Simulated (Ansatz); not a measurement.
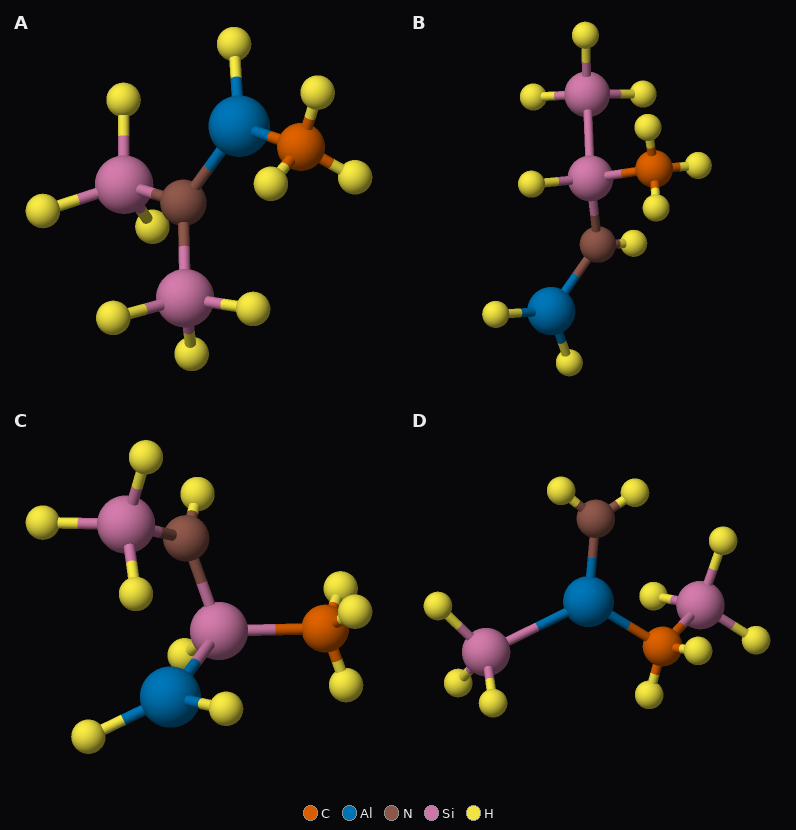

Figure made from data computed with Ansatz.

**Which panel belongs to which SMILES?**
(1) [CH3][AlH][N]([SiH3])[SiH3]
(2) C[Si@@H]([SiH3])[NH][AlH2]
(3) C[Si@@H]([AlH2])N[SiH3]
(4) [NH2][Al]([SiH3])[CH2][SiH3]

A is (1), B is (2), C is (3), D is (4).
